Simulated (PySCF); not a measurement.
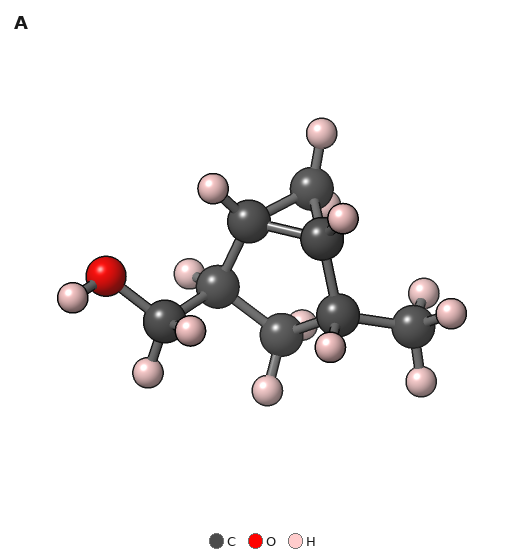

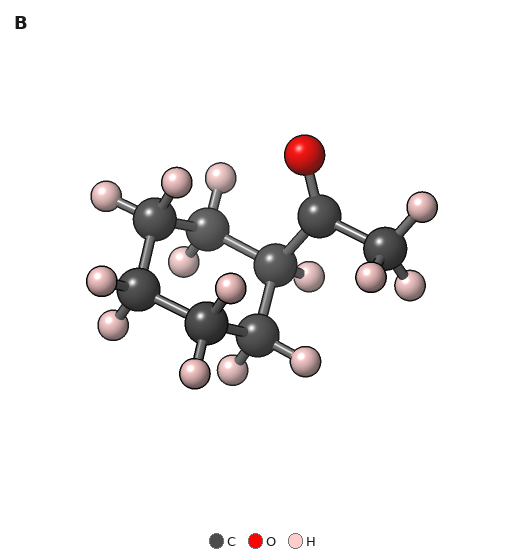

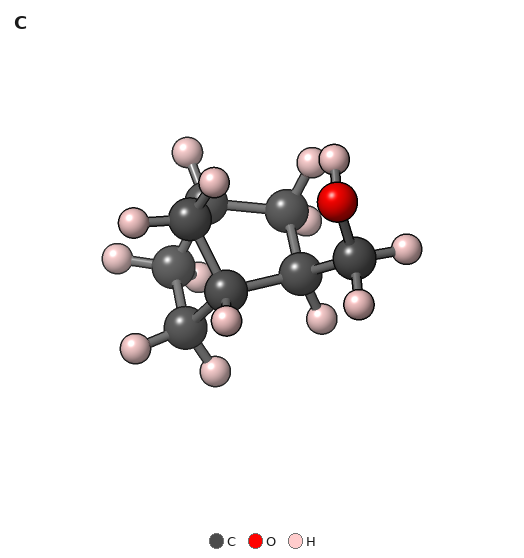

3 stationary structures of one formula. Geometries: GFN2-xTB. Electronic energies: PBE0/pcSseg-1 (PySCF 2.14.0), without zero-point energy. No frequency run is at hand to confirm each as a minimum. Each is one conformer, not always the lowest.

Are they conformers, stereoisomers or constitutional isomers?

They are constitutional isomers of C8H14O: A `C[C@@H]1C[C@@H](CO)[C@@H]2C[C@@H]21`, B `CC(=O)C1CCCCC1`, C `OC[C@@H]1C[C@H]2CC[C@@H]1C2`.

Rank them by energy, lowest first.

B is lowest; C lies 48.8 kJ/mol above it, A lies 109.8 kJ/mol above it.
